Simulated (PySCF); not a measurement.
# RhSOH: structure of the singlet

Where does singlet RhSOH go from a PBE0 minimum start, is the end point a minimum, and what are its modes, charges and moments?

Method: PBE0, basis Rh def2-SVP with ECP28, S def2-SVP, O def2-SVP, H def2-SVP, scalar-relativistic core potentials, no spin–orbit coupling, density fitting; program: PySCF 2.14.0.

## 1. Starting geometry

4 atoms, charge 0, spin multiplicity 1.

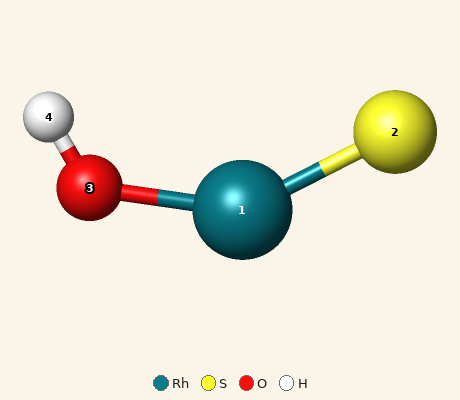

The starting geometry (rhodium blue, sulfur yellow, oxygen red, hydrogen white); atoms are numbered from 1 in the order of the file.

Z-matrix (Å, degrees; charge 0 multiplicity 1):
```
Rh
S  1 2.0235
O  1 1.8195 2 144.72
H  3 0.9665 1 128.24 2 0.00
```

## 2. Finding the electronic state

One driver script runs all steps and calls PySCF; scf.py shows how it sets up the SCF of each step. The optimiser is the driver's own. After this first run the driver tries any further starts and a stability analysis.

File scf.py:

```python
from pyscf import gto, scf, dft
mol = gto.M(atom='''
Rh     0.209346     0.000000     0.197222
S     -0.520773     0.000000    -1.689916
O     -0.234948     0.000000     1.961664
H     -1.117188     0.000000     2.356359''',
    basis={'Rh': 'def2-SVP', 'S': 'def2-SVP', 'O': 'def2-SVP', 'H': 'def2-SVP'},
    ecp={'Rh': 'def2-SVP'},
    charge=0, spin=0)
mf = dft.RKS(mol, xc='PBE0')
mf.grids.atom_grid = (50, 194)
aux = {'Rh': 'def2-universal-JKFIT', 'S': 'def2-universal-JKFIT', 'O': 'def2-universal-JKFIT', 'H': 'def2-universal-JKFIT'}
mf = mf.density_fit(auxbasis=aux)
mf.conv_tol = 1e-08
mf.diis_space = 10
mf.max_cycle = 60
mf.init_guess = 'minao'
mf.verbose = 4
mf.kernel()
```

Launch:

```console
$ OMP_NUM_THREADS=2 python axn.py task.json out
```

Standard output, shortened:

```text
[... the frontier levels of the middle cycles are left out ...]
init E= -574.240483773696
  HOMO = -0.590678447905066  LUMO = -0.560703806784578  gap/eV = 0.81565
cycle= 1 E= -582.057941017075  delta_E= -7.82  |g|= 2.41  |ddm|= 3.65
  HOMO = 0.143619594206911  LUMO = 0.149843824187274  gap/eV = 0.16937
cycle= 2 E= -558.129209496836  delta_E= 23.9  |g|= 8.35  |ddm|= 11.3
  HOMO = -0.0317201227115966  LUMO = -0.0103628348096813  gap/eV = 0.58116
cycle= 3 E= -581.46380426726  delta_E= -23.3  |g|= 3.09  |ddm|= 9.56
cycle= 4 E= -582.208981990057  delta_E= -0.745  |g|= 2.68  |ddm|= 3.38
cycle= 5 E= -583.877505731138  delta_E= -1.67  |g|= 0.969  |ddm|= 2.23
cycle= 6 E= -584.085748521583  delta_E= -0.208  |g|= 0.21  |ddm|= 0.714
cycle= 7 E= -584.094816901809  delta_E= -0.00907  |g|= 0.0927  |ddm|= 0.196
cycle= 8 E= -584.096331610756  delta_E= -0.00151  |g|= 0.042  |ddm|= 0.0682
cycle= 9 E= -584.096818681777  delta_E= -0.000487  |g|= 0.00991  |ddm|= 0.0562
cycle= 10 E= -584.096851048149  delta_E= -3.24e-05  |g|= 0.00277  |ddm|= 0.0122
cycle= 11 E= -584.096857226619  delta_E= -6.18e-06  |g|= 0.00219  |ddm|= 0.0084
cycle= 12 E= -584.096863657244  delta_E= -6.43e-06  |g|= 0.000766  |ddm|= 0.0106
cycle= 13 E= -584.096866902442  delta_E= -3.25e-06  |g|= 0.000335  |ddm|= 0.0116
cycle= 14 E= -584.096867362455  delta_E= -4.6e-07  |g|= 0.000166  |ddm|= 0.00538
cycle= 15 E= -584.096867383944  delta_E= -2.15e-08  |g|= 2.63e-05  |ddm|= 0.000793
cycle= 16 E= -584.09686738599  delta_E= -2.05e-09  |g|= 9.63e-06  |ddm|= 0.000303
  HOMO = -0.251218919780743  LUMO = -0.157779495578008  gap/eV = 2.54262
Extra cycle  E= -584.096867385954  delta_E= 3.57e-11  |g|= 2.82e-05  |ddm|= 6.27e-05
converged SCF energy = -584.096867385954
```

This step, with its further starts and checks, took 3.2 s on 2 threads of Arm Neoverse N1, shared host.

The test of internal stability found no lower closed-shell solution.

## 3. PBE0 minimum start, singlet: relaxation

The program finds Cs symmetry in the start, which this walk keeps. The walk stops when the largest gradient is under 0.0003 Eh/bohr and the energy has settled too.

scf.py, as its differences from that of step 2:

```diff
@@ -3,4 +3,4 @@
-Rh     0.209346     0.000000     0.197222
-S     -0.520773     0.000000    -1.689916
-O     -0.234948     0.000000     1.961664
-H     -1.117188     0.000000     2.356359''',
+Rh     0.209288     0.000000     0.197113
+S     -0.520831     0.000000    -1.690025
+O     -0.235006     0.000000     1.961555
+H     -1.117246     0.000000     2.356250''',
@@ -17 +16,0 @@
-mf.init_guess = 'minao'
```

Steps of the walk:

```
step  energy (Eh)  change (kJ/mol)  largest symmetric gradient (Eh/bohr)
   0  -584.096867             0.00                               0.00011
```

The walk took 1.6 s.

After 0 steps and 0.0 kJ/mol it ends at Cs: O–H 0.967 Å, Rh–O 1.820 Å, Rh–S 2.023 Å; H–O–Rh 128.2°, O–Rh–S 144.7°.

## 4. Frequencies

The point is checked on the finer grid, and tightened if its gradient asks for it. The Hessian and the dipole derivatives come from central differences of analytic gradients, with steps of 0.02 bohr.

scf.py, as its differences from that of step 3:

```diff
@@ -11 +11 @@
-mf.grids.atom_grid = (50, 194)
+mf.grids.atom_grid = (75, 302)
@@ -14 +14 @@
-mf.conv_tol = 1e-08
+mf.conv_tol = 1e-10
```

This SCF starts from the last density.

SCF at the final geometry:

```text
init E= -584.096859120549
  HOMO = -0.25122358421527  LUMO = -0.157776670710066  gap/eV = 2.54282
cycle= 1 E= -584.096859120551  delta_E= -1.93e-12  |g|= 6.66e-06  |ddm|= 1.57e-05
  HOMO = -0.251223213062832  LUMO = -0.157776185645711  gap/eV = 2.54282
Extra cycle  E= -584.096859120321  delta_E= 2.3e-10  |g|= 3.02e-05  |ddm|= 3.52e-05
converged SCF energy = -584.096859120321
```

The whole step took 50 s.

Geometry: Cs; O–H 0.967 Å, Rh–O 1.820 Å, Rh–S 2.023 Å; H–O–Rh 128.2°, O–Rh–S 144.7°.

Modes, for the most abundant isotopes:

| symmetry | ω (cm⁻¹) | IR (km/mol) |
| --- | --- | --- |
| a' | 120 | 1.4 |
| a'' | 390 | 37.8 |
| a' | 548 | 13.4 |
| a' | 699 | 249 |
| a' | 730 | 2.9 |
| a' | 3864 | 249 |

No imaginary mode, so this is a minimum.

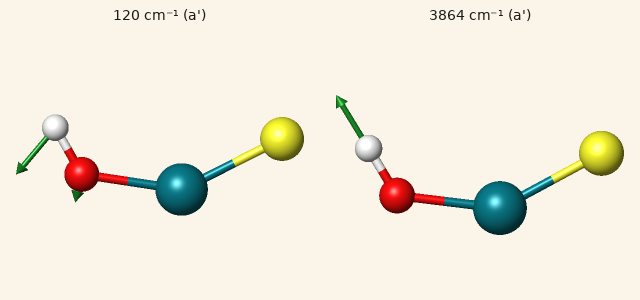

Displacements of 2 of the modes, as arrows (one member where a mode is degenerate).

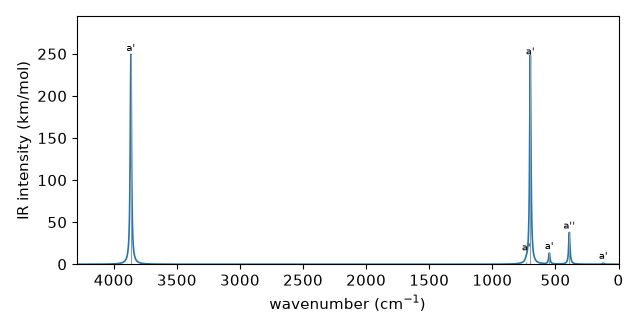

The harmonic infrared spectrum (widths in cm⁻¹). Lines are broadened to a width of 12 cm⁻¹ (Lorentzian).

Properties at this point:

```
Dipole moment                                                   : 1.46 D
Highest occupied level                                          : -6.84 eV
Lowest empty level                                              : -4.29 eV
Rotational constants                                            : 1.405, 0.1017, 0.09482 cm⁻¹
Zero-point energy                                               : 38.0 kJ/mol
Principal polarisabilities                                      : 35.8, 41.8, 81.3 bohr³
Atomisation energy without zero-point energy                    : 1007 kJ/mol
Principal traceless quadrupole moments about the centre of mass : -3.64, -2.90, 6.54 D Å
Entropy at 298.15 K and 1 bar                                   : 295.0 J/(mol K)
Heat capacity Cp at 298.15 K                                    : 59.1 J/(mol K)
Enthalpy at 298.15 K above 0 K                                  : 13.65 kJ/mol
Rotational symmetry number                                      : 1
```

Populations by atom (charges in e):

```tsv
atom	Mulliken	Löwdin	polar tensor	Mayer order to Rh1
Rh1	0.24	-0.44	0.67	–
S2	-0.06	0.38	-0.29	2.42
O3	-0.41	-0.06	-0.67	1.09
H4	0.23	0.12	0.30	0.02
```

Outer orbital energies (eV). occupied: -11.42, -11.09, -10.51, -9.24, -9.08, -7.64, -7.64, -6.84; empty: -4.29, -3.71, -0.09, 0.77.

Mulliken populations on Rh1 (outside its core potential): s 2.68, p 6.35, d 7.72, f 0.01.

## 5. The broken-symmetry singlet

A stability analysis found the closed shell of the lowest minimum unstable towards spin polarisation, so the unrestricted solution is followed.

The program finds Cs symmetry in the start, which may break. Threshold on the gradient: 0.0003 Eh/bohr, with a further test on the energy change.

scf.py, as its differences from that of step 4:

```diff
@@ -10,2 +10,2 @@
-mf = dft.RKS(mol, xc='PBE0')
-mf.grids.atom_grid = (75, 302)
+mf = dft.UKS(mol, xc='PBE0')
+mf.grids.atom_grid = (50, 194)
@@ -14 +14 @@
-mf.conv_tol = 1e-10
+mf.conv_tol = 1e-08
```

Steps of the walk:

```
step  energy (Eh)  change (kJ/mol)  largest gradient (Eh/bohr)
   0  -584.098894             0.00                     0.00991
   1  -584.100613            -4.52                     0.01965
   2  -584.100896            -5.26                     0.01075
   3  -584.101102            -5.80                     0.00621
   4  -584.101298            -6.31                     0.00180
   5  -584.101361            -6.48                     0.00110
   6  -584.101375            -6.51                     0.00132
   7  -584.101380            -6.53                     0.00042
   8  -584.101388            -6.55                     0.00040
   9  -584.101399            -6.58                     0.00048
  10  -584.101404            -6.59                     0.00030
  11  -584.101405            -6.59                     0.00008
```

The walk took 47 s.

Positions (Å) and forces (eV/Å) along the way:

```
step 0
Rh   0.209   0.000   0.197   0.490  -0.064   0.255
S   -0.521   0.000  -1.690  -0.301   0.027  -0.510
O   -0.235   0.000   1.962  -0.209   0.077   0.251
H   -1.117   0.000   2.356   0.019  -0.040   0.003
step 1
Rh   0.229  -0.117   0.200   0.066  -0.051   0.204
S   -0.532   0.049  -1.697  -0.074   0.021  -0.122
O   -0.238   0.144   1.968  -1.002  -0.183   0.402
H   -1.123  -0.075   2.354   1.010   0.213  -0.484
step 6
Rh   0.246  -0.166   0.223   0.038  -0.003  -0.016
S   -0.552   0.069  -1.665  -0.015  -0.006  -0.005
O   -0.253   0.200   1.965   0.045   0.027   0.001
H   -1.105  -0.102   2.302  -0.068  -0.018   0.020
step 11
Rh   0.272  -0.169   0.228  -0.001   0.003  -0.001
S   -0.570   0.070  -1.641   0.001  -0.005   0.000
O   -0.251   0.199   1.962  -0.003   0.002   0.004
H   -1.115  -0.099   2.276   0.003   0.000  -0.003
```

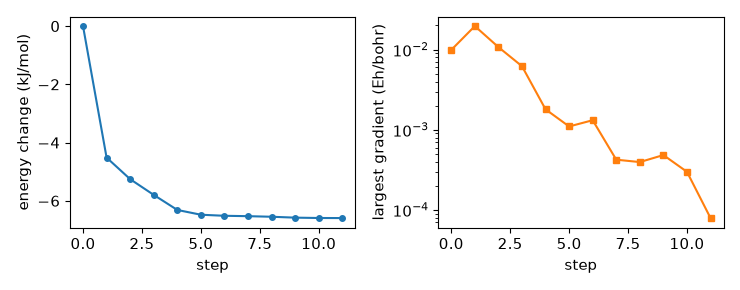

How energy and gradient fall.

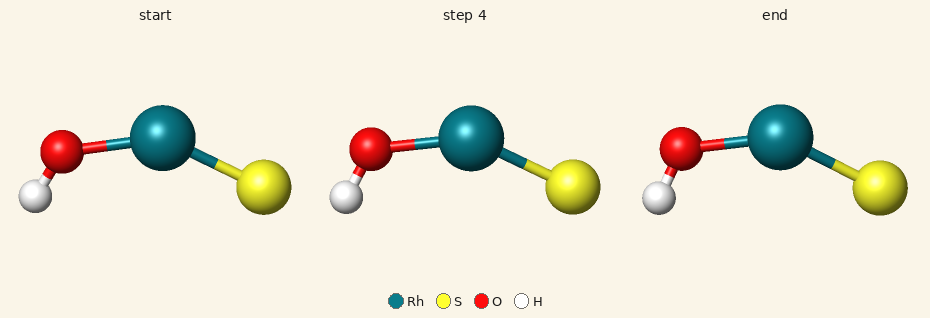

The geometry along the walk, at one scale.

End point (C1, 11 steps, 6.6 kJ/mol gained): O–H 0.967 Å, Rh–O 1.848 Å, Rh–S 2.063 Å; H–O–Rh 119.8°, O–Rh–S 135.3°.

## 6. Hessian and properties

The same treatment as at the point before.

scf.py, as its differences from that of step 5:

```diff
@@ -3,4 +3,4 @@
-Rh     0.209288     0.000000     0.197113
-S     -0.520831     0.000000    -1.690025
-O     -0.235006     0.000000     1.961555
-H     -1.117246     0.000000     2.356250''',
+Rh     0.241384    -0.089587     0.197217
+S     -0.600160     0.149606    -1.671588
+O     -0.281127     0.278540     1.931013
+H     -1.145778    -0.019319     2.245494''',
@@ -11 +11 @@
-mf.grids.atom_grid = (50, 194)
+mf.grids.atom_grid = (75, 302)
@@ -14 +14 @@
-mf.conv_tol = 1e-08
+mf.conv_tol = 1e-10
```

SCF at the final geometry:

```text
init E= -584.101442336104
[... the frontier-level lines of each cycle are left out ...]
cycle= 1 E= -584.101442336112  delta_E= -7.73e-12  |g|= 1.39e-06  |ddm|= 7.58e-06
Extra cycle  E= -584.101442336106  delta_E= 6.14e-12  |g|= 4.59e-06  |ddm|= 8.32e-06
converged SCF energy = -584.101442336106  <S^2> = 0.94571295  2S+1 = 2.1869732
```

The whole step took 2 min on 2 threads of Arm Neoverse N1, shared host.

Geometry: C1; O–H 0.967 Å, Rh–O 1.848 Å, Rh–S 2.063 Å; H–O–Rh 119.8°, O–Rh–S 135.3°.

Modes, for the most abundant isotopes:

```
symmetry  ω (cm⁻¹)  IR (km/mol)
       a        90          3.2
       a       277          136
       a       470          4.1
       a       664          150
       a       757         90.2
       a      3851          168
```

All wavenumbers are real: a minimum.

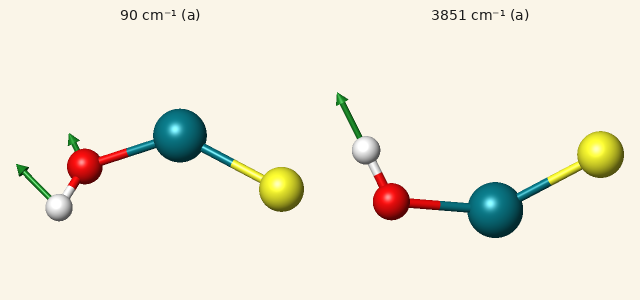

Displacements of 2 of the modes, as arrows (one member where a mode is degenerate).

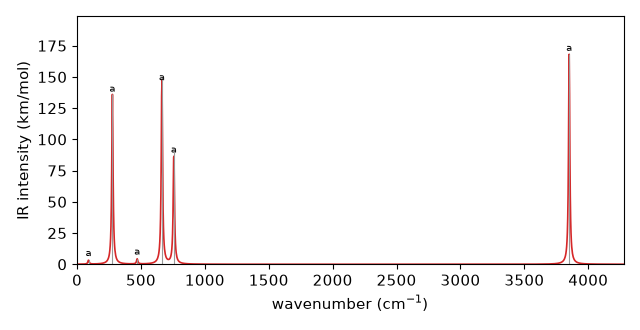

The harmonic infrared spectrum (widths in cm⁻¹). Lines are broadened to a width of 12 cm⁻¹ (Lorentzian).

Constants and moments:

```yaml
Dipole_moment: 1.32 D
Highest_occupied_level: -6.93 eV
Lowest_empty_level: -3.97 eV
Rotational_constants: 0.9254, 0.1034, 0.09335 cm⁻¹
Zero-point_energy: 36.5 kJ/mol
Principal_polarisabilities: 35.5, 43.5, 80.6 bohr³
Atomisation_energy_without_zero-point_energy: 1019 kJ/mol
Principal_traceless_quadrupole_moments_about_the_centre_of_mass: -5.08, -0.88, 5.96 D Å
Entropy_at_298.15_K_and_1_bar: 302.3 J/(mol K)
Heat_capacity_Cp_at_298.15_K: 60.9 J/(mol K)
Enthalpy_at_298.15_K_above_0_K: 14.30 kJ/mol
Rotational_symmetry_number: 1
Spin_squared_⟨S²⟩: 0.946
```

Charges (e) and bond orders:

| atom | Mulliken | Löwdin | polar tensor | spin (Mulliken) | Mayer order to Rh1 |
| --- | --- | --- | --- | --- | --- |
| Rh1 | 0.26 | -0.36 | 0.79 | 0.53 | – |
| S2 | -0.06 | 0.34 | -0.30 | -0.64 | 2.11 |
| O3 | -0.42 | -0.09 | -0.81 | 0.12 | 1.08 |
| H4 | 0.22 | 0.11 | 0.31 | -0.01 | 0.02 |

Outer orbital energies (eV). α occupied: -11.29, -11.14, -9.74, -8.94, -8.77, -7.74, -7.56, -6.93; empty: -3.87, -3.51, -0.50, 0.62. β occupied: -10.95, -10.73, -10.16, -9.45, -8.81, -7.43, -7.24, -7.03; empty: -3.97, -3.41, -0.21, 0.70.

Mulliken populations on Rh1 (outside its core potential): s 2.50, p 6.37, d 7.86, f 0.01.

## 7. All stationary points

| spin | group | bonds | imaginary modes (cm⁻¹) | ΔE (kJ/mol) | with zero-point energy |
| --- | --- | --- | --- | --- | --- |
| broken-symmetry (Ms = 0) | C1 | O–H 0.967 Å, Rh–O 1.848 Å, Rh–S 2.063 Å | none | 0.0 | 0.0 |
| singlet | Cs | O–H 0.967 Å, Rh–O 1.820 Å, Rh–S 2.023 Å | none | 12.0 | 13.5 |

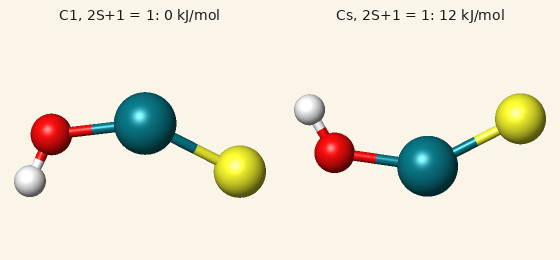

The points, lowest first (rhodium blue, sulfur yellow, oxygen red, hydrogen white).

## 8. Summary of results

```
                                          quantity                                                                  value
                                           minimum                                           broken-symmetry (Ms = 0), C1
                                          geometry  O–H 0.967 Å, Rh–O 1.848 Å, Rh–S 2.063 Å; H–O–Rh 119.8°, O–Rh–S 135.3°
                                wavenumbers (cm⁻¹)                   90 (a), 277 (a), 470 (a), 664 (a), 757 (a), 3851 (a)
                                     dipole moment                                                                 1.32 D
highest occupied, lowest empty level (either spin)                                                        -6.93, -3.97 eV
                        polar-tensor charge of Rh1                                                                +0.79 e
                                 zero-point energy                                                            36.5 kJ/mol
                               entropy at 298.15 K                                                        302.3 J/(mol K)
         atomisation energy (no zero-point energy)                                                            1019 kJ/mol
                                              ⟨S²⟩                                                                  0.946
```

The PBE0 minimum start ends in a minimum without symmetry. The determinant is spin-contaminated (⟨S²⟩ = 0.95 against 0.00), so it is no pure spin state. In the infrared the band at 3851 cm⁻¹ (a) leads. Other starts or spin states, not run here, may lie lower.

The search up to here took 3.9 min.
